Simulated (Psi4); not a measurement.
# Two attempts at [RuH6]4− ([RuH6]4-)

Aim: energy and forces of [RuH6]4− ([RuH6]4-) at CCD/def2-SVP (density fitting, core potential, density fitting for correlation).

Program for the calculation: Psi4 1.11.

**1. The system as given**

[RuH6]4− has 7 atoms, charge -4, and is taken as a singlet. SMILES: `[H][Ru-4]([H])([H])([H])([H])[H]`. The shape comes from GFN2-xTB, which is rough for such elements, and wasn't checked as a minimum.

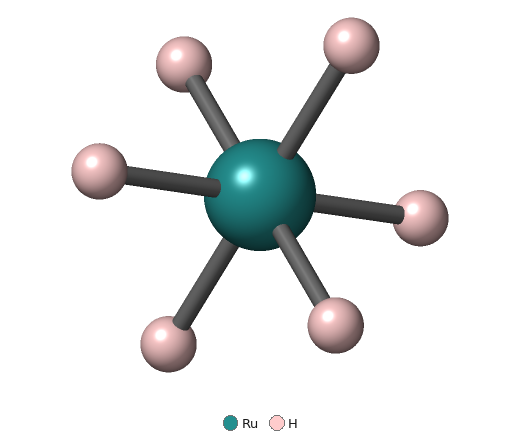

The structure, seen from a chosen angle (ruthenium teal, hydrogen pink).

**2. Try one**

The input, h6ru.dat:

```
memory 1600 mb

molecule m {
  -4 1
  Ru    -0.000040     0.000290     0.000000
  H     -0.018330    -0.010580     2.131530
  H      0.020690     0.012090    -2.131490
  H      2.131450     0.005880     0.018620
  H     -2.131570    -0.008080    -0.019320
  H     -0.008040     2.131790     0.012090
  H      0.005850    -2.131380    -0.011420
  units bohr
  symmetry c1
}

set basis def2-SVP
set reference rhf
set num_frozen_docc 0
set cc_type df
set scf_type df
set maxiter 60

e = gradient('ccd')
```

Launch:

```bash
$ psi4 h6ru.dat h6ru.out -n 1
```

h6ru.out:

```text
[...]
    !!!  WARNING: ECP capability is in beta. Please check occupations closely.  !!!
[...]
  Running in c1 symmetry.
[...]
  Nuclear repulsion =   49.720492783406996
[...]
  Multiplicity = 1
[...]
  Nalpha       = 13
  Nbeta        = 13
[...]
    Number of basis functions: 61
[...]
   @DF-RHF iter   1:   -94.41966830867609    4.30771e+00   1.48549e-02 ADIIS/DIIS
[...]
   @DF-RHF iter  17:   -95.17814895993786    8.52651e-14   7.91069e-11 DIIS
[...]
    Orbital Energies [Eh]
    ---------------------
    Doubly Occupied:
       1A     -2.809704     2A     -1.549925     3A     -1.549894
       4A     -1.549840     5A      0.016543     6A      0.016551
       7A      0.207884     8A      0.315563     9A      0.315581
      10A      0.315612    11A      0.456594    12A      0.456618
      13A      0.456657
[...]
  @DF-RHF Final Energy:   -95.17814895993786
   => Energetics <=
    Nuclear Repulsion Energy =             49.7204927834069963
    One-Electron Energy =                -279.9937614494415925
    Two-Electron Energy =                 135.0951197060967388
    Total Energy =                        -95.1781489599378574
[...]
 Multipole Moments:
 ------------------------------------------------------------------------------------
     Multipole            Electronic (a.u.)      Nuclear  (a.u.)        Total (a.u.)
 ------------------------------------------------------------------------------------
 L = 1.  Multiply by 2.5417464519 to convert [e a0] to [Debye]
 Dipole X            :         -0.0001080            0.0002304            0.0001224
 Dipole Y            :          0.0003963           -0.0016051           -0.0012088
 Dipole Z            :          0.0000090            0.0000079            0.0000170
 Magnitude           :                                                    0.0012151
[...]
	Warning: cc_lambda option is changed to TRUE
	For this residual convergence, default PCG convergence is:     1.00e-07
[...]
	DF-MP2 Total Energy (a.u.)         :   -95.89829620623267
[...]
```

Wall time 9 s (1 thread of Intel Xeon Platinum 8375C at 2.90GHz (Ice Lake), shared host); peak memory 0.64 GiB.

**3. What went wrong**

It ran to the end. The result can't be trusted all the same.

The fault: the coordinates are read in the wrong unit, so the molecule is scaled by the ratio of bohr to ångström. As the program read them, the closest atoms are 1.13 Å apart, against 2.13 Å in the sound input.

**4. Second attempt**

Changes to h6ru.dat since step 2:

```diff
@@ -1,4 +1,4 @@
-memory 1600 mb
+memory 1.6 GB
 
-molecule m {
+molecule molecule1 {
   -4 1
@@ -11,3 +11,2 @@
   H      0.005850    -2.131380    -0.011420
-  units bohr
   symmetry c1
@@ -20,4 +19,3 @@
 set scf_type df
-set maxiter 60
 
-e = gradient('ccd')
+e_tot = gradient('ccd')
```

Launch:

```bash
$ psi4 -i h6ru.dat -o h6ru.out -n 1
```

h6ru.out:

```text
[...]
    !!!  WARNING: ECP capability is in beta. Please check occupations closely.  !!!
[...]
  Running in c1 symmetry.
[...]
  Nuclear repulsion =   26.310951684261166
[...]
  Multiplicity = 1
[...]
  Nalpha       = 13
  Nbeta        = 13
[...]
    Number of basis functions: 61
[...]
   @DF-RHF iter   1:   -95.87869192752036    2.50467e-01   9.27378e-03 ADIIS/DIIS
[...]
   @DF-RHF iter  23:   -96.36908767984427   -2.84217e-14   4.33908e-11 DIIS
[...]
    Orbital Energies [Eh]
    ---------------------
    Doubly Occupied:
       1A     -2.795623     2A     -1.479468     3A     -1.479467
       4A     -1.479465     5A      0.274729     6A      0.348569
       7A      0.348572     8A      0.348578     9A      0.361651
      10A      0.361667    11A      0.361694    12A      0.369908
      13A      0.369909
[...]
  @DF-RHF Final Energy:   -96.36908767984427
   => Energetics <=
    Nuclear Repulsion Energy =             26.3109516842611662
    One-Electron Energy =                -237.1825858222458976
    Two-Electron Energy =                 114.5025464581404577
    Total Energy =                        -96.3690876798442702
[...]
 Multipole Moments:
 ------------------------------------------------------------------------------------
     Multipole            Electronic (a.u.)      Nuclear  (a.u.)        Total (a.u.)
 ------------------------------------------------------------------------------------
 L = 1.  Multiply by 2.5417464519 to convert [e a0] to [Debye]
 Dipole X            :         -0.0006003            0.0004355           -0.0001648
 Dipole Y            :          0.0048616           -0.0030332            0.0018283
 Dipole Z            :         -0.0000374            0.0000150           -0.0000224
 Magnitude           :                                                    0.0018359
[...]
	Warning: cc_lambda option is changed to TRUE
	For this residual convergence, default PCG convergence is:     1.00e-07
[...]
	DF-MP2 Total Energy (a.u.)         :   -96.80072542253548
[...]
```

Wall time 8.7 s (1 thread of Intel Xeon Platinum 8375C at 2.90GHz (Ice Lake), shared host); peak memory 0.65 GiB.

**5. Summary of results**

Level: CCD/def2-SVP (density fitting, core potential, density fitting for correlation).

| quantity | value |
| --- | --- |
| total energy | -96.82733 Eh |
| HOMO energy (Hartree–Fock orbitals) | 10.07 eV |
| LUMO energy (Hartree–Fock orbitals) | 21.18 eV |
| HOMO–LUMO gap (to an unbound level, set by the basis) | 11.12 eV |
| correlation energy | -458.2 mEh |
| largest force on an atom | 0.541 eV/Å |

What this shows: The first attempt's energy was +27.422 eV off this one. The largest force is 0.54 eV/Å: the shape isn't a stationary point for this species at this level. The HOMO lies at positive energy, 10.07 eV: the electron is unbound at this level or held by a compact basis; values depend on the basis.
